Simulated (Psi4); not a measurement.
# BCl3 (boron trichloride): B3LYP/def2-TZVP (sweep point 5)

What is the vertical singlet–triplet gap of BCl3 (boron trichloride) at B3LYP/def2-TZVP (sweep point 5)? 

Program for the calculation: Psi4 1.11.

4 further runs of the same task are left out: 4 set aside as unsound or not needed.

### Step 1. The molecule

BCl3 has 4 atoms, charge 0, and is taken as a singlet. SMILES: `ClB(Cl)Cl`. Geometry: relaxed at GFN2-xTB.

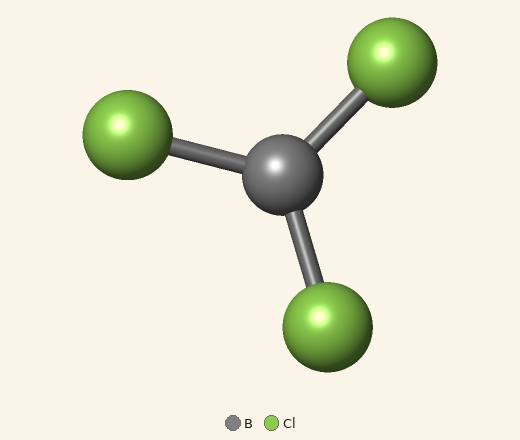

The structure, seen from a chosen angle (boron grey, chlorine green).

### Step 2. The energy at B3LYP/def2-TZVP (sweep point 5)

bcl3.dat reads:

```
memory 1600 MB

molecule mol {
  B      0.000530     0.000400     0.004030
  Cl     1.722160    -0.027500     0.011870
  Cl    -0.837250     1.505610    -0.018540
  Cl    -0.885440    -1.478510     0.002640
  symmetry c1
}

set {
  basis                def2-TZVP
  puream               true
  scf_type             pk
  dft_radial_points    75
  dft_spherical_points 302
}

energy_value, wavefunction = energy("b3lyp", return_wfn=True)
```

Run with:

```sh
$ psi4 bcl3.dat bcl3.out -n 1
```

bcl3.out:

```text
[...]
  Running in c1 symmetry.
[...]
  Nuclear repulsion =  232.068676989029029
[...]
  Multiplicity = 1
[...]
  Nalpha       = 28
  Nbeta        = 28
[...]
    Number of basis functions: 142
[...]
   @RKS iter   1: -1405.57388281485987    7.01057e-02   3.79177e-03 DIIS/ADIIS
[...]
   @RKS iter   7: -1405.66534188890978   -4.75859e-08   3.83153e-07 DIIS
[...]
    Orbital Energies [Eh]
    ---------------------
    Doubly Occupied:
       1A   -101.546140     2A   -101.546035     3A   -101.545891
       4A     -9.480684     5A     -9.480561     6A     -9.480391
       7A     -7.239731     8A     -7.239603     9A     -7.239447
      10A     -7.235524    11A     -7.235406    12A     -7.235228
      13A     -7.233570    14A     -7.233449    15A     -7.233281
      16A     -6.889010    17A     -0.903093    18A     -0.852210
      19A     -0.851908    20A     -0.534567    21A     -0.463776
      22A     -0.463654    23A     -0.418137    24A     -0.356824
      25A     -0.356779    26A     -0.351522    27A     -0.351336
      28A     -0.322010
[...]
  @RKS Final Energy: -1405.66534188890978
   => Energetics <=
    Nuclear Repulsion Energy =            232.0686769890290293
    One-Electron Energy =               -2401.9012578098272570
    Two-Electron Energy =                 835.8035929872879706
    DFT Exchange-Correlation Energy =     -71.6363540553993374
    Empirical Dispersion Energy =           0.0000000000000000
    VV10 Nonlocal Energy =                  0.0000000000000000
    Total Energy =                      -1405.6653418889095519
[...]
 Multipole Moments:
 ------------------------------------------------------------------------------------
     Multipole            Electronic (a.u.)      Nuclear  (a.u.)        Total (a.u.)
 ------------------------------------------------------------------------------------
 L = 1.  Multiply by 2.5417464519 to convert [e a0] to [Debye]
 Dipole X            :          0.0036739           -0.0004256            0.0032483
 Dipole Y            :          0.0024859           -0.0003212            0.0021647
 Dipole Z            :          0.0054492           -0.0032361            0.0022131
 Magnitude           :                                                    0.0044873
[...]
```

Wall time 10 s (1 thread of Intel Xeon 6975P-C (Granite Rapids), shared host); peak memory 1.1 GiB.

### Step 3. The triplet at the same level

calc.inp reads:

```
memory 1.6 GB

molecule mol {
  0 3
  B      0.000530     0.000400     0.004030
  Cl     1.722160    -0.027500     0.011870
  Cl    -0.837250     1.505610    -0.018540
  Cl    -0.885440    -1.478510     0.002640
  symmetry c1
}

set basis def2-TZVP
set reference uks
set puream true
set scf_type pk
set dft_radial_points 75
set dft_spherical_points 302
set maxiter 150

energy('b3lyp')
```

Run with:

```sh
$ psi4 calc.inp calc.out -n 1
```

calc.out:

```text
[...]
  Running in c1 symmetry.
[...]
  Nuclear repulsion =  232.068676989029029
[...]
  Multiplicity = 3
[...]
  Nalpha       = 29
  Nbeta        = 27
[...]
    Number of basis functions: 142
[...]
   @UKS iter   1: -1405.32040145637370    3.23587e-01   4.19651e-03 ADIIS/DIIS
[...]
   @UKS iter   9: -1405.46400499921310   -1.59514e-08   7.33467e-07 DIIS
[...]
   @S^2 Observed:                2.007378310E+00
[...]
    Orbital Energies [Eh]
    ---------------------
    Alpha Occupied:
       1A   -101.568400     2A   -101.568372     3A   -101.568280
       4A     -9.500028     5A     -9.500012     6A     -9.499942
       7A     -7.260722     8A     -7.260695     9A     -7.260611
      10A     -7.256782    11A     -7.256763    12A     -7.256702
      13A     -7.252441    14A     -7.252438    15A     -7.252365
      16A     -6.799660    17A     -0.910818    18A     -0.865591
      19A     -0.865504    20A     -0.536998    21A     -0.466284
      22A     -0.466268    23A     -0.423094    24A     -0.380557
      25A     -0.380432    26A     -0.362091    27A     -0.362074
      28A     -0.355148    29A     -0.122524
    Alpha Virtual:
[...]
  @UKS Final Energy: -1405.46400499921310
   => Energetics <=
    Nuclear Repulsion Energy =            232.0686769890290293
    One-Electron Energy =               -2401.3209187497104722
    Two-Electron Energy =                 835.4035090966336838
    DFT Exchange-Correlation Energy =     -71.6152723351652014
    Empirical Dispersion Energy =           0.0000000000000000
    VV10 Nonlocal Energy =                  0.0000000000000000
    Total Energy =                      -1405.4640049992131026
[...]
 Multipole Moments:
 ------------------------------------------------------------------------------------
     Multipole            Electronic (a.u.)      Nuclear  (a.u.)        Total (a.u.)
 ------------------------------------------------------------------------------------
 L = 1.  Multiply by 2.5417464519 to convert [e a0] to [Debye]
 Dipole X            :          0.0006712           -0.0004256            0.0002456
 Dipole Y            :         -0.0002416           -0.0003212           -0.0005628
 Dipole Z            :         -0.0021859           -0.0032361           -0.0054220
 Magnitude           :                                                    0.0054567
[...]
```

Run time: 12 s. Hardware: 1 thread of Intel Xeon 6975P-C (Granite Rapids), shared host; peak memory 1.1 GiB.

### Step 4. What came out

At B3LYP/def2-TZVP (sweep point 5):

| quantity | value |
| --- | --- |
| singlet: total energy | -1405.66534 Eh |
| singlet: dipole moment | 0.01 D |
| singlet: HOMO energy | -8.76 eV |
| singlet: LUMO energy | -1.78 eV |
| singlet: HOMO–LUMO gap | 6.98 eV |
| triplet: total energy | -1405.46400 Eh |
| triplet: dipole moment | 0.01 D |
| triplet: HOMO energy (highest over α and β) | -3.33 eV |
| triplet: ⟨S²⟩ | 2.007 |
| vertical energy of the triplet above the singlet | 5.479 eV |

What this shows: At this shape the triplet lies 5.48 eV (126 kcal/mol) above the singlet.
